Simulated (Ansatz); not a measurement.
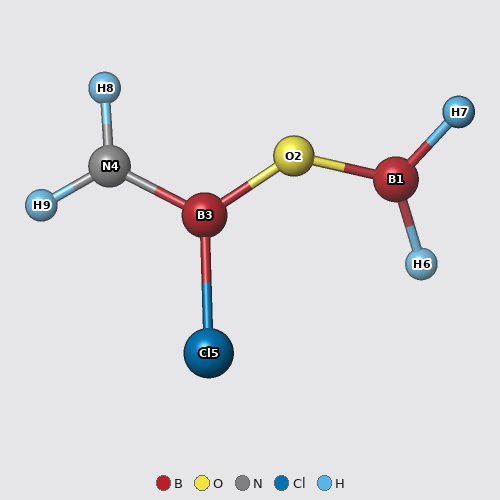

The system is B2ClH4NO, SMILES BOB(N)Cl; the picture shows the reference structure. Coordinates scanned: (1) dihedral O2–B3–N4–H8; (2) dihedral B1–O2–B3–N4. Nothing is relaxed (all other coordinates rigid). Grid: 18 × 18 points. All energies are given in kcal/mol relative to the relaxed molecule at the same level. Method: RKS r2SCAN-D4/def2-SVP (Ansatz 0.2.0).

Its coordinates:

```xyz
9

B     0.2581    1.7815   -0.5876
O     0.5324    0.5762   -0.0304
B    -0.1355   -0.6294   -0.0619
N     0.0630   -1.5493    0.9665
Cl   -1.2225   -1.0383   -1.4154
H    -0.7894    1.9673   -1.1647
H     1.0936    2.6467   -0.4635
H     0.6792   -1.3486    1.7451
H    -0.3903   -2.4523    0.9950
```

Range: dihedral O2–B3–N4–H8 from −180 to 160°; dihedral B1–O2–B3–N4 from −180 to 160°.

**Predict the map.**

The lowest grid point is at dihedral O2–B3–N4–H8 = 0°, dihedral B1–O2–B3–N4 = −160°, 0.010 kcal/mol from the relaxed molecule at the same level; the map holds 2 wells of about this depth. The highest grid point, dihedral O2–B3–N4–H8 = 100°, dihedral B1–O2–B3–N4 = −20°, lies 26.1 kcal/mol above the lowest. On the interpolated surface the easiest way out of the lowest well to its copy in the next cell or period passes a barrier of about 2.2 kcal/mol. Round the minimum the two coordinates are nearly uncoupled.

| dihedral B1–O2–B3–N4 ↓, dihedral O2–B3–N4–H8 → | −160 | −120 | −80 | −40 | 0 | 40 | 80 | 120 | 160 |
| --- | --- | --- | --- | --- | --- | --- | --- | --- | --- |
| 160 | 2.6 | 17.8 | 24.7 | 9.7 | 0.2 | 9.2 | 24.5 | 18.4 | 2.9 |
| 120 | 3.2 | 18.2 | 24.6 | 9.9 | 0.7 | 9.7 | 24.6 | 18.4 | 3.3 |
| 80 | 3.9 | 18.8 | 24.9 | 10.2 | 1.4 | 10.4 | 25.1 | 18.6 | 3.8 |
| 40 | 4.0 | 18.8 | 25.1 | 10.4 | 1.5 | 10.4 | 25.1 | 18.8 | 3.9 |
| 0 | 4.6 | 19.4 | 26.0 | 11.4 | 2.2 | 11.0 | 25.8 | 19.9 | 4.8 |
| −40 | 4.1 | 19.0 | 26.0 | 11.3 | 1.9 | 10.4 | 25.6 | 19.8 | 4.6 |
| −80 | 3.5 | 18.2 | 25.6 | 11.1 | 1.4 | 9.7 | 24.9 | 19.6 | 4.3 |
| −120 | 2.7 | 17.4 | 24.5 | 10.1 | 0.6 | 9.0 | 23.9 | 18.5 | 3.4 |
| −160 | 2.3 | 17.4 | 24.2 | 9.4 | 0.0 | 8.8 | 23.9 | 18.0 | 2.7 |

The table holds every second grid line.

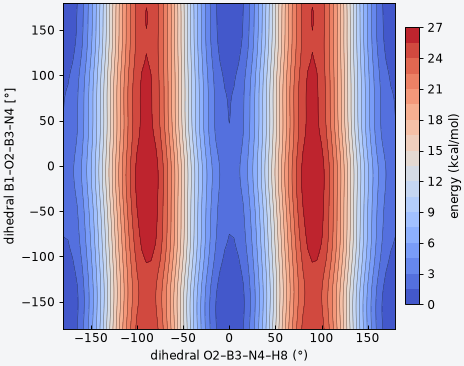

Drawn: filled contours. Between grid points the surface is interpolated.

Each point was launched as `ansatz run input.yaml --threads 1 --pin off --max-ram 2560MiB --backend cpu --events-out ev --progress --plain --runs-dir out`. The whole map (324 points run) took 26 min on 1 thread of Arm Neoverse V2 (shared host).
